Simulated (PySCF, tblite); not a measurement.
# C₆H₁₀NP: a rotation path, then NMR shifts on frames, part 1 of 2

How do NMR shifts of C₆H₁₀NP (`N#CCCPC1CC1`) change as the atoms move?

Computed with tblite 0.8.0 and PySCF 2.14.0, with density-fitted response routines of our own, on a single molecule in the gas phase. Atoms count from 0, in the outputs and in this text.

## (1) The starting structure

18 atoms, charge 0, multiplicity 1; geometry from: GFN2-xTB.

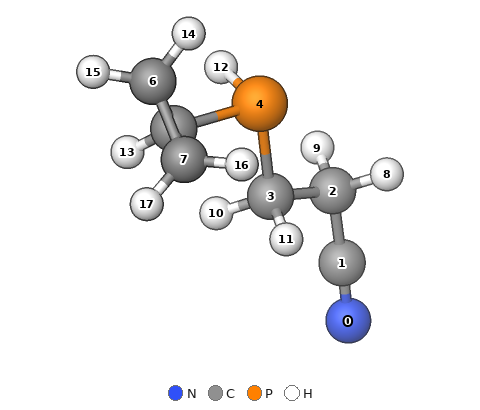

As it starts; nitrogen blue, carbon grey, phosphorus orange, hydrogen white, atoms numbered; sticks join atoms by distance.

## (2) The rotation path with GFN2-xTB

Job settings and geometry (Å):

```
{"job": {"kind": "neb", "xc": "GFN2-xTB", "basis": "xTB", "atoms": [1, 2, 3, 4], "turn": 120}, "charge": 0, "multiplicity": 1}
N      4.551420     0.506554    -0.885801
C      3.676074     0.127947    -0.255511
C      2.549296    -0.330511     0.515227
C      1.236203     0.098960    -0.147173
P     -0.229441    -0.531762     0.824469
C     -1.522504     0.390824    -0.094077
C     -2.951285    -0.056538     0.030100
C     -2.202918    -0.316607    -1.233365
H      2.595259    -1.421083     0.591935
H      2.620795     0.086587     1.524863
H      1.189840     1.188403    -0.235557
H      1.171587    -0.325971    -1.153847
H     -0.102131     0.407898     1.861492
H     -1.342410     1.455962    -0.204067
H     -3.168840    -0.896803     0.672835
H     -3.719670     0.701840     0.029363
H     -1.907700    -1.334427    -1.444774
H     -2.452333     0.255047    -2.114405
```

With the program's defaults for keys left out, this is: GFN2-xTB climbing-image nudged elastic band, gas phase.

Started as:

```sh
$ OMP_NUM_THREADS=1 python probes_run.py task.json out
```

One launch serves the whole session: the jobs run in the order shown.

Log:

```text
image   E - E0 / eV
  0      -0.0000
  1       0.0110
  2       0.0391
  3       0.0697
  4       0.0850
  5       0.0755
  6       0.0474
  7       0.0181
  8       0.0061
```

It took 8.4 s on 1 thread of Intel Xeon at 2.50GHz, shared host; peak memory 0.19 GiB.

The final band, with the dihedral C1–C2–C3–P4:

| image | dihedral (°) | energy (eV) | energy (kcal/mol) |
| --- | --- | --- | --- |
| 0 | 179 | 0.000 | 0.0 |
| 1 | 193 | 0.011 | 0.3 |
| 2 | 208 | 0.039 | 0.9 |
| 3 | 222 | 0.070 | 1.6 |
| 4 | 237 | 0.085 | 2.0 |
| 5 | 251 | 0.076 | 1.7 |
| 6 | 266 | 0.047 | 1.1 |
| 7 | 280 | 0.018 | 0.4 |
| 8 | 293 | 0.006 | 0.1 |

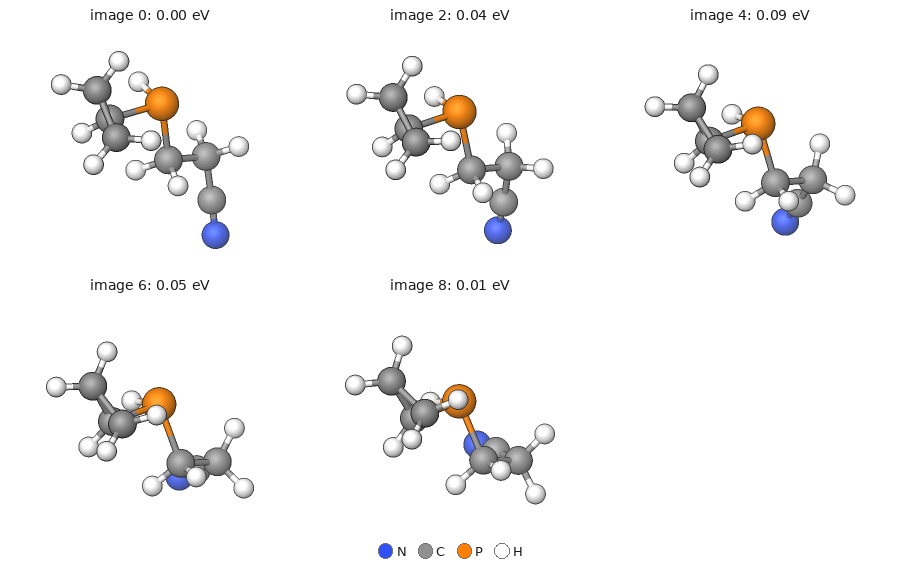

Images along the band.

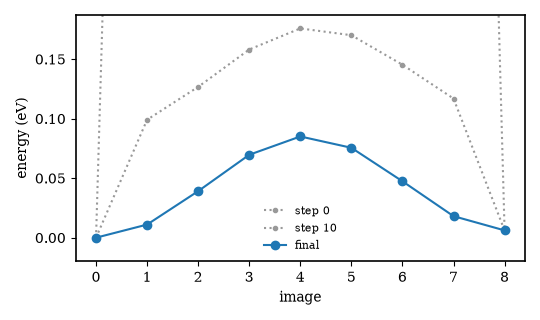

Energy along the band, early and final.

## (3) NMR shieldings: image 0, PBE0/pcSseg-1

Job settings and geometry (Å):

```
{"job": {"kind": "nmr", "xc": "PBE0", "basis": "pcSseg-1", "pop": false}, "charge": 0, "multiplicity": 1}
N      4.551400     0.506600    -0.885800
C      3.676100     0.127900    -0.255500
C      2.549300    -0.330500     0.515200
C      1.236200     0.099000    -0.147200
P     -0.229400    -0.531800     0.824500
C     -1.522500     0.390800    -0.094100
C     -2.951300    -0.056500     0.030100
C     -2.202900    -0.316600    -1.233400
H      2.595300    -1.421100     0.591900
H      2.620800     0.086600     1.524900
H      1.189800     1.188400    -0.235600
H      1.171600    -0.326000    -1.153800
H     -0.102100     0.407900     1.861500
H     -1.342400     1.456000    -0.204100
H     -3.168800    -0.896800     0.672800
H     -3.719700     0.701800     0.029400
H     -1.907700    -1.334400    -1.444800
H     -2.452300     0.255000    -2.114400
```

Method: GIAO PBE0/pcSseg-1 NMR shielding, non-relativistic, gas phase.

Log:

```text
coarse grid: 15408 points
cycle   1  E = -630.0717726046  dE =  1.028e+00  |g| = 4.884e-01  |ddm| = 3.884e+00
cycle   2  E = -629.9416545469  dE =  1.301e-01  |g| = 9.201e-01  |ddm| = 1.209e+00
cycle   3  E = -630.1288948743  dE = -1.872e-01  |g| = 1.485e-01  |ddm| = 7.898e-01
cycle   4  E = -630.1336185790  dE = -4.724e-03  |g| = 4.643e-02  |ddm| = 1.346e-01
cycle   5  E = -630.1341083414  dE = -4.898e-04  |g| = 9.677e-03  |ddm| = 5.302e-02
cycle   6  E = -630.1341310903  dE = -2.275e-05  |g| = 2.694e-03  |ddm| = 1.330e-02
cycle   7  E = -630.1341325707  dE = -1.480e-06  |g| = 8.876e-04  |ddm| = 2.932e-03
final grid: 143888 points
cycle   8  E = -630.1828738503  dE = -3.978e-05  |g| = 8.941e-03  |ddm| = 3.165e-02
cycle   9  E = -630.1828654594  dE =  8.391e-06  |g| = 1.073e-02  |ddm| = 1.701e-02
cycle  10  E = -630.1828943194  dE = -2.886e-05  |g| = 7.741e-04  |ddm| = 9.720e-03
cycle  11  E = -630.1828944182  dE = -9.879e-08  |g| = 4.507e-04  |ddm| = 1.021e-03
cycle  12  E = -630.1828944564  dE = -3.821e-08  |g| = 1.487e-04  |ddm| = 3.640e-04
cycle  13  E = -630.1828944613  dE = -4.944e-09  |g| = 3.510e-05  |ddm| = 1.386e-04
cycle  14  E = -630.1828944616  dE = -2.785e-10  |g| = 7.190e-06  |ddm| = 3.485e-05
converged SCF energy = -630.1828944616

GIAO shielding tensors (ppm)
atom      isotropic    diamagn.    paramagn.     s11        s22        s33       span
  0 N      -30.399     338.911    -369.310   -197.682   -189.741    296.227    493.909
  1 C       62.865     257.466    -194.601    -57.364    -48.803    294.764    352.128
  2 C      170.994     246.617     -75.623    158.102    168.905    185.975     27.874
  3 C      160.198     257.488     -97.291    138.881    161.358    180.354     41.473
  4 P      394.503     967.774    -573.271    331.022    410.938    441.548    110.527
  5 C      179.428     251.949     -72.520    144.670    170.294    223.321     78.651
  6 C      180.945     256.362     -75.418    151.306    178.211    213.317     62.011
  7 C      180.488     252.095     -71.607    147.060    179.158    215.246     68.186
  8 H       29.415      27.294       2.122     24.065     29.541     34.640     10.575
  9 H       29.656      27.425       2.231     23.983     30.025     34.960     10.977
 10 H       29.315      35.454      -6.139     24.246     30.373     33.326      9.081
 11 H       29.841      35.345      -5.504     24.384     31.335     33.803      9.419
 12 H       27.855      31.445      -3.590     22.694     27.666     33.205     10.511
 13 H       30.681      33.573      -2.892     23.021     28.942     40.079     17.058
 14 H       31.268      31.582      -0.314     24.873     28.658     40.271     15.397
 15 H       30.898      30.471       0.427     24.868     26.305     41.523     16.655
 16 H       31.461      31.688      -0.227     25.845     28.575     39.961     14.116
 17 H       30.893      30.946      -0.053     25.411     26.067     41.200     15.790
```

Run time: 78 s. Hardware: 1 thread of Intel Xeon at 2.50GHz, shared host; peak memory 0.85 GiB.

Shifts follow as δ = σ(reference) − σ, with reference shieldings (ppm) from runs at the same level and on the same kind of geometry: ¹H TMS 31.72, ¹³C TMS 186.9, ¹⁵N NH3 267.7, ³¹P H3PO4 318.4. The references are single molecules in the gas phase, so shifts against H2O, NH3, PH3, H3PO4 or CFCl3 are not on the usual liquid scales and can be off by tens of ppm. Each atom is listed at this fixed geometry, with no averaging over motion; a spectrum would average atoms that exchange fast.

| atoms | environment | σ (ppm) | δ (ppm) |
| --- | --- | --- | --- |
| C1 | nitrile carbon | 62.9 | 124.1 |
| C3 | sp3 CH2 bonded to P | 160.2 | 26.7 |
| C2 | sp3 CH2 α to a nitrile | 171.0 | 15.9 |
| C5 | three-membered-ring carbon | 179.4 | 7.5 |
| C7 | three-membered-ring carbon | 180.5 | 6.4 |
| C6 | three-membered-ring carbon | 180.9 | 6.0 |
| H12 | hydrogen on a phosphorus bonded to 2 C | 27.86 | 3.86 |
| H10 | hydrogen on an sp3 CH2 bonded to P | 29.31 | 2.40 |
| H8 | hydrogen on an sp3 CH2 α to a nitrile | 29.42 | 2.30 |
| H9 | hydrogen on an sp3 CH2 α to a nitrile | 29.66 | 2.06 |
| H11 | hydrogen on an sp3 CH2 bonded to P | 29.84 | 1.88 |
| H13 | hydrogen on a three-membered-ring carbon | 30.68 | 1.04 |
| H17 | hydrogen on a three-membered-ring carbon | 30.89 | 0.82 |
| H15 | hydrogen on a three-membered-ring carbon | 30.90 | 0.82 |
| H14 | hydrogen on a three-membered-ring carbon | 31.27 | 0.45 |
| H16 | hydrogen on a three-membered-ring carbon | 31.46 | 0.26 |
| N0 | nitrile nitrogen | -30.4 | 298.1 |
| P4 | phosphorus bonded to 2 C, H | 394.5 | -76.1 |

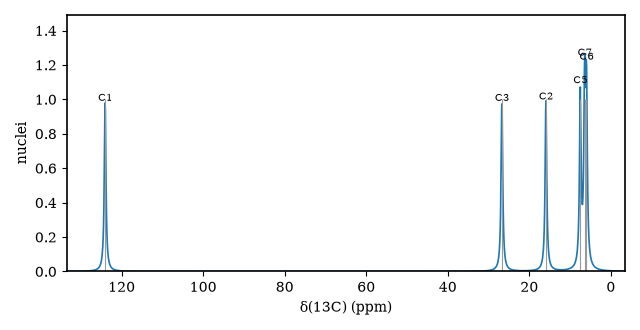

¹³C lines at the computed shifts, without couplings. Lines are broadened to a width of 0.47 ppm (Lorentzian).

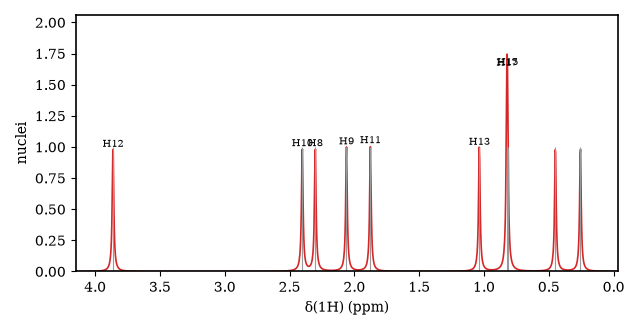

¹H lines at the computed shifts, without couplings. Lines are broadened to a width of 0.01 ppm (Lorentzian).

Ring of atoms C5, C6, C7: NICS(0) -44.6, NICS(1) -8.6, NICS(1)zz -23.3 ppm (means of both faces). The ring holds saturated atoms, so no π current runs round it: these values come from its σ bonds, any local π bonds and neighbouring rings, and say nothing of aromaticity.

In rings of three or four atoms NICS is ruled by the nearby σ bonds, so it says little on aromaticity.

## (4) Nuclear shieldings: image 2, PBE0/pcSseg-1

Job settings and geometry (Å):

```
{"job": {"kind": "nmr", "xc": "PBE0", "basis": "pcSseg-1", "pop": false}, "charge": 0, "multiplicity": 1}
N      4.483900     1.066500    -0.358500
C      3.646100     0.367200    -0.017600
C      2.556100    -0.467400     0.416900
C      1.240500    -0.041700    -0.253800
P     -0.216300    -0.469800     0.835200
C     -1.496700     0.408400    -0.140400
C     -2.939600     0.058500     0.087400
C     -2.262900    -0.377500    -1.168000
H      2.787100    -1.511000     0.189800
H      2.478300    -0.371700     1.505800
H      1.242000     1.034600    -0.453700
H      1.119500    -0.561200    -1.208300
H      0.016200     0.585300     1.735300
H     -1.271500     1.445200    -0.371300
H     -3.173900    -0.696100     0.823400
H     -3.664700     0.856200     0.035900
H     -2.033300    -1.427400    -1.279300
H     -2.519400     0.108300    -2.097100
```

Method: GIAO PBE0/pcSseg-1 NMR shielding, non-relativistic, gas phase.

Log:

```text
coarse grid: 15408 points
cycle   1  E = -630.0695011775  dE =  1.030e+00  |g| = 4.896e-01  |ddm| = 3.876e+00
cycle   2  E = -629.9380487962  dE =  1.315e-01  |g| = 9.239e-01  |ddm| = 1.196e+00
cycle   3  E = -630.1268776229  dE = -1.888e-01  |g| = 1.483e-01  |ddm| = 7.784e-01
cycle   4  E = -630.1315941517  dE = -4.717e-03  |g| = 4.638e-02  |ddm| = 1.337e-01
cycle   5  E = -630.1320825645  dE = -4.884e-04  |g| = 9.743e-03  |ddm| = 5.253e-02
cycle   6  E = -630.1321056732  dE = -2.311e-05  |g| = 2.664e-03  |ddm| = 1.329e-02
cycle   7  E = -630.1321071104  dE = -1.437e-06  |g| = 8.967e-04  |ddm| = 2.900e-03
final grid: 143888 points
cycle   8  E = -630.1804243889  dE = -4.074e-05  |g| = 8.889e-03  |ddm| = 3.362e-02
cycle   9  E = -630.1804165420  dE =  7.847e-06  |g| = 1.058e-02  |ddm| = 1.687e-02
cycle  10  E = -630.1804446091  dE = -2.807e-05  |g| = 5.964e-04  |ddm| = 9.656e-03
cycle  11  E = -630.1804446857  dE = -7.658e-08  |g| = 2.739e-04  |ddm| = 9.275e-04
cycle  12  E = -630.1804446976  dE = -1.182e-08  |g| = 1.507e-04  |ddm| = 2.653e-04
cycle  13  E = -630.1804447022  dE = -4.654e-09  |g| = 4.160e-05  |ddm| = 1.178e-04
cycle  14  E = -630.1804447026  dE = -3.768e-10  |g| = 7.605e-06  |ddm| = 3.651e-05
converged SCF energy = -630.1804447026

GIAO shielding tensors (ppm)
atom      isotropic    diamagn.    paramagn.     s11        s22        s33       span
  0 N      -31.040     338.738    -369.778   -199.766   -186.698    293.346    493.112
  1 C       62.435     258.150    -195.715    -59.519    -48.288    295.112    354.631
  2 C      172.227     246.602     -74.376    158.342    170.381    187.956     29.614
  3 C      161.879     255.927     -94.048    137.852    162.686    185.099     47.247
  4 P      393.850     967.863    -574.013    322.491    404.716    454.345    131.854
  5 C      179.220     251.776     -72.556    144.718    169.902    223.040     78.322
  6 C      180.914     256.178     -75.263    151.106    178.117    213.518     62.412
  7 C      180.722     252.324     -71.602    147.609    179.376    215.180     67.571
  8 H       29.313      26.683       2.629     24.217     28.426     35.295     11.078
  9 H       29.869      28.159       1.710     23.904     31.215     34.488     10.583
 10 H       29.341      35.615      -6.274     23.997     30.316     33.711      9.714
 11 H       29.720      34.556      -4.836     24.345     30.761     34.053      9.708
 12 H       27.805      31.678      -3.872     22.797     27.608     33.011     10.214
 13 H       30.690      33.639      -2.949     23.045     29.020     40.006     16.961
 14 H       31.290      31.582      -0.293     24.953     28.646     40.270     15.318
 15 H       30.921      30.510       0.411     24.885     26.335     41.542     16.658
 16 H       31.504      31.663      -0.159     25.868     28.614     40.030     14.162
 17 H       30.926      30.896       0.029     25.407     26.120     41.250     15.843
```

It took 78 s on 1 thread of Intel Xeon at 2.50GHz, shared host; peak memory 0.91 GiB.

Key values: δ C1 124.5, C3 25.0, C2 14.7, C5 7.7, H12 3.91, H8 2.40 ppm.

(Continued in part 2 of 2.)
